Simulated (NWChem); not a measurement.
# BNH3F3 (SMILES [NH3+][B-](F)(F)F) at 5 levels

Wanted: a comparison of 5 runs (B2PLYP/cc-pVDZ, BHLYP/cc-pVDZ, CAM-B3LYP/cc-pVDZ, M06-2X/cc-pVDZ, wB97X/cc-pVDZ) of BNH3F3. 

The results are computed with NWChem 7.3.0.

### 1 The molecule

BNH3F3: 8 atoms, total charge 0, spin state singlet. SMILES: `[NH3+][B-](F)(F)F`. The coordinates come from a PBE0-D4/def2-TZVP relaxation.

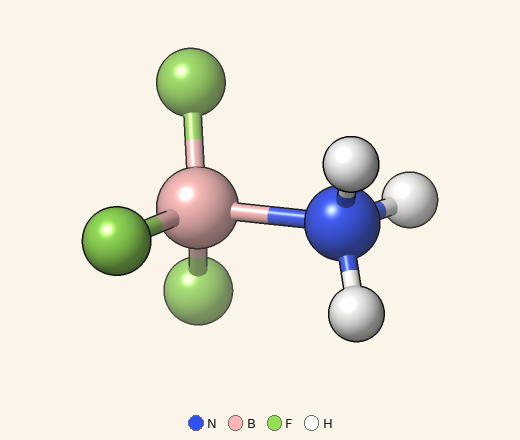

The structure, seen from a chosen angle (nitrogen blue, boron pink, fluorine green, hydrogen white).

### 2 A single-point energy at B2PLYP/cc-pVDZ (run 1)

mymol.nw reads:

```
START mymol
memory stack 880 mb heap 220 mb global 1100 mb
GEOMETRY units au noautosym nocenter noautoz
  N   -0.94826457  -0.09902165   1.22019616
  B    1.00438944   0.07313240  -1.26252602
  F    2.87446241  -1.62592036  -0.71450545
  F   -0.47507715  -0.58978352  -3.27659613
  F    1.78314557   2.53846910  -1.28387993
  H   -2.41941636   1.10983615   0.98643704
  H   -0.01190527   0.36774070   2.82835309
  H   -1.63329029  -1.88235619   1.39707452
END
BASIS "ao basis" spherical bse
  * library cc-pVDZ
END
DFT
  xc hfexch 0.53 becke88 0.47 lyp 0.73 mp2 0.27
  dftmp2 semidirect
  grid xfine
  convergence energy 1e-08
  iterations 100
  mulliken
END
MP2
  freeze core 5
END
TASK dft energy
```

Command:

```bash
nwchem mymol.nw > mymol.out
```

What it wrote:

```text
[...]
          Wavefunction type:  closed shell.
          No. of atoms     :     8
          No. of electrons :    42
[...]
          Charge           :     0
          Spin multiplicity:     1
[...]
          AO basis - number of functions:    85
[...]
              XC Information
              --------------
                     Hartree-Fock (Exact) Exchange  0.530
                    Becke 1988 Exchange Functional  0.470
              Lee-Yang-Parr Correlation Functional  0.730
[...]
 d= 0,ls=0.0,diis     1   -380.4994022061 -5.72D+02  1.04D-02  9.09D-01     3.8
[...]
 d= 0,ls=0.0,diis     8   -380.5982839371 -3.52D-09  7.08D-07  1.06D-08    26.2
         Total DFT energy =     -380.598283937066
      One electron energy =     -909.792908496240
           Coulomb energy =      380.925511478052
    Exchange-Corr. energy =      -43.170010055745
 Nuclear repulsion energy =      191.439123136867
[...]
      Total Density - Mulliken Population Analysis
     ---------------------------------------------
    Atom       Charge   Shell Charges
 -----------   ------   -------------------------------------------------------
    1 N    7     6.98   2.01  0.76  0.53  2.46  1.20  0.02
    2 B    5     4.69   2.01  0.52 -0.01  1.42  0.29  0.45
    3 F    9     9.25   2.00  0.89  0.97  3.36  2.02  0.00
    4 F    9     9.25   2.00  0.89  0.97  3.36  2.02  0.00
    5 F    9     9.25   2.00  0.89  0.97  3.36  2.02  0.00
    6 H    1     0.86   0.71  0.09  0.06
    7 H    1     0.86   0.71  0.09  0.06
    8 H    1     0.86   0.71  0.09  0.06
[...]
  Basis functions       =     85
[...]
```

It took 30 s on 1 thread of Intel Xeon Platinum 8488C (Sapphire Rapids), shared host; peak memory 0.26 GiB.

### 3 Energy and forces at BHLYP/cc-pVDZ (run 2)

run.py reads:

```python
from ase import Atoms
from ase.calculators.nwchem import NWChem

system = Atoms('NBFFFHHH', positions=[
    [-0.501800, -0.052400, 0.645700],
    [0.531500, 0.038700, -0.668100],
    [1.521100, -0.860400, -0.378100],
    [-0.251400, -0.312100, -1.733900],
    [0.943600, 1.343300, -0.679400],
    [-1.280300, 0.587300, 0.522000],
    [-0.006300, 0.194600, 1.496700],
    [-0.864300, -0.996100, 0.739300],
])

calc = NWChem(
    label='bf3h3n',
    theory='dft',
    memory='2200 mb',
    basis='cc-pVDZ',
    basispar='spherical bse',
    dft={'xc': 'bhlyp', 'mult': '1', 'grid': 'xfine', 'convergence': 'energy 1e-08', 'iterations': '100', 'mulliken': None},
)
system.calc = calc

forces = system.get_forces()
e = system.get_potential_energy()
print(f"E = {e:.6f} eV")
print("forces (eV/A):")
for s, f in zip(system.symbols, forces):
    print(f"{s:2s} {f[0]:10.5f} {f[1]:10.5f} {f[2]:10.5f}")
print("dipole (e A):", system.get_dipole_moment().round(4))
```

Command:

```bash
export ASE_NWCHEM_COMMAND="nwchem PREFIX.nwi > PREFIX.nwo"
python run.py
```

What it wrote:

```text
E = -10367.934808 eV
forces (eV/A):
N     0.11421    0.00751   -0.14038
B     0.01579    0.00324   -0.02304
F    -0.06094    0.01861    0.03990
F    -0.01697    0.00504    0.07323
F    -0.04685   -0.03625    0.04746
H     0.04247   -0.05168    0.03281
H    -0.05883   -0.02191   -0.04582
H     0.01106    0.07549    0.01584
dipole (e A): [-0.8155 -0.072   1.0371]
```

The calculator wrote bf3h3n.nwi:

```
title "bf3h3n"

permanent_dir bf3h3n

scratch_dir bf3h3n

start bf3h3n

geometry units angstrom nocenter noautosym noautoz
  N  -5.0180000000000002e-01 -5.2400000000000002e-02 6.4570000000000005e-01
  B  5.3149999999999997e-01 3.8699999999999998e-02 -6.6810000000000003e-01
  F  1.5210999999999999e+00 -8.6040000000000005e-01 -3.7809999999999999e-01
  F  -2.5140000000000001e-01 -3.1209999999999999e-01 -1.7339000000000000e+00
  F  9.4359999999999999e-01 1.3432999999999999e+00 -6.7940000000000000e-01
  H  -1.2803000000000000e+00 5.8730000000000004e-01 5.2200000000000002e-01
  H  -6.3000000000000000e-03 1.9460000000000000e-01 1.4966999999999999e+00
  H  -8.6429999999999996e-01 -9.9609999999999999e-01 7.3929999999999996e-01
end

memory 2200 mb

basis spherical bse noprint
   * library cc-pVDZ
end

dft
  xc bhlyp
  mult 1
  grid xfine
  convergence energy 1e-08
  iterations 100
  mulliken
end

task dft gradient
```

bf3h3n.nwo, cut to the lines that bear on the results:

```text
[...]
         Total DFT energy =     -381.014579653658
[...]
  wavefunction    = closed shell
                         DFT ENERGY GRADIENTS
    atom               coordinates                        gradient
                 x          y          z           x          y          z
   1 N      -0.948265  -0.099022   1.220196   -0.002221  -0.000146   0.002730
   2 B       1.004389   0.073132  -1.262526   -0.000307  -0.000063   0.000448
   3 F       2.874462  -1.625920  -0.714505    0.001185  -0.000362  -0.000776
[... 4 lines of this table left out ...]
   8 H      -1.633290  -1.882356   1.397074   -0.000215  -0.001468  -0.000308
[...]
```

Wall time 34 s (1 thread of Intel Xeon Platinum 8488C (Sapphire Rapids), shared host); peak memory 0.14 GiB.

Runs 3 to 4 aren't shown in full; the table further down has their settings and results.

### 4 Energy and gradient at wB97X/cc-pVDZ (run 5)

bf3h3n.nw reads:

```
start bf3h3n
memory stack 880 mb heap 220 mb global 1100 mb

geometry units angstrom noautosym nocenter noautoz
 N    -0.501800   -0.052400    0.645700
 B     0.531500    0.038700   -0.668100
 F     1.521100   -0.860400   -0.378100
 F    -0.251400   -0.312100   -1.733900
 F     0.943600    1.343300   -0.679400
 H    -1.280300    0.587300    0.522000
 H    -0.006300    0.194600    1.496700
 H    -0.864300   -0.996100    0.739300
end

basis spherical bse
 N library cc-pVDZ
 B library cc-pVDZ
 F library cc-pVDZ
 H library cc-pVDZ
end

dft
 xc wb97x
 grid xfine
 convergence energy 1e-08
 maxiter 100
 mulliken
end

task dft gradient
```

Command:

```bash
nwchem bf3h3n.nw > bf3h3n.out
```

What it wrote:

```text
[...]
          Wavefunction type:  closed shell.
          No. of atoms     :     8
          No. of electrons :    42
[...]
          Charge           :     0
          Spin multiplicity:     1
[...]
          AO basis - number of functions:    85
[...]
              XC Information
              --------------
                       wb97x  Method XC Functional
                     Hartree-Fock (Exact) Exchange  1.000
                         wb97x Exchange Functional  1.000
                      wb97x Correlation Functional  1.000
[...]
 d= 0,ls=0.0,diis     1   -380.9669371972 -5.72D+02  1.05D-02  1.05D+00     6.2
[...]
 d= 0,ls=0.0,diis     8   -381.0766598564 -7.41D-09  9.17D-07  1.54D-08    48.5
         Total DFT energy =     -381.076659856412
      One electron energy =     -909.760518610336
           Coulomb energy =      380.855281364718
    Exchange-Corr. energy =      -43.610559561870
 Nuclear repulsion energy =      191.439136951077
[...]
      Total Density - Mulliken Population Analysis
     ---------------------------------------------
    Atom       Charge   Shell Charges
 -----------   ------   -------------------------------------------------------
    1 N    7     6.97   2.01  0.75  0.53  2.48  1.19  0.02
    2 B    5     4.84   2.01  0.53  0.03  1.47  0.34  0.46
    3 F    9     9.20   2.01  0.89  0.96  3.36  1.99  0.00
    4 F    9     9.20   2.01  0.89  0.96  3.36  1.99  0.00
    5 F    9     9.20   2.01  0.89  0.96  3.36  1.99  0.00
    6 H    1     0.86   0.71  0.09  0.06
    7 H    1     0.86   0.71  0.09  0.06
    8 H    1     0.86   0.71  0.09  0.06
[...]
  wavefunction    = closed shell
[...]
                         DFT ENERGY GRADIENTS
    atom               coordinates                        gradient
                 x          y          z           x          y          z
   1 N      -0.948265  -0.099022   1.220196   -0.002860  -0.000201   0.003541
   2 B       1.004389   0.073132  -1.262526    0.001914   0.000131  -0.002376
   3 F       2.874462  -1.625920  -0.714505   -0.007735   0.007781  -0.003451
   4 F      -0.475077  -0.589783  -3.276596    0.007455   0.003080   0.008173
   5 F       1.783145   2.538469  -1.283880   -0.002779  -0.011098  -0.000870
   6 H      -2.419416   1.109836   0.986437    0.003835  -0.002810   0.000078
   7 H      -0.011905   0.367741   2.828353   -0.001794  -0.001047  -0.004207
   8 H      -1.633290  -1.882356   1.397074    0.001965   0.004163  -0.000888
[...]
```

It took 68 s on 1 thread of Intel Xeon Platinum 8488C (Sapphire Rapids), shared host; peak memory 0.14 GiB.

### 5 All runs side by side

```
run              level      task  frozen core orbitals  energy (Eh)  dipole moment (D)  HOMO energy (eV)  LUMO energy (eV)  wall time
  1     B2PLYP/cc-pVDZ    energy                     5  -380.864198               6.34            -11.91              1.48       30 s
  2      BHLYP/cc-pVDZ  gradient                     –  -381.014580               6.35            -11.90              1.17       34 s
  3  CAM-B3LYP/cc-pVDZ  gradient                     –  -381.053604               6.26            -11.19              1.34       62 s
  4     M06-2X/cc-pVDZ  gradient                     –  -381.041336               6.27            -11.85              1.27       45 s
  5      wB97X/cc-pVDZ  gradient                     –  -381.076660               6.28            -12.22              2.84       68 s
```

### 6 Results

| quantity | value |
| --- | --- |
| run 5: total energy | -381.07666 Eh |
| run 5: dipole moment | 6.28 D |
| run 5: HOMO energy | -12.22 eV |
| run 5: LUMO energy | 2.84 eV |
| run 5: HOMO–LUMO gap | 15.07 eV |
| run 5: largest force on an atom | 0.591 eV/Å |

The dipole moment (its size) runs from 6.26 D (CAM-B3LYP/cc-pVDZ) to 6.35 D (BHLYP/cc-pVDZ). The HOMO–LUMO gap runs from 12.54 eV (CAM-B3LYP/cc-pVDZ) to 15.07 eV (wB97X/cc-pVDZ). Totals of different functionals can't be ranked against each other. All runs together took 4 min, the longest 68 s.
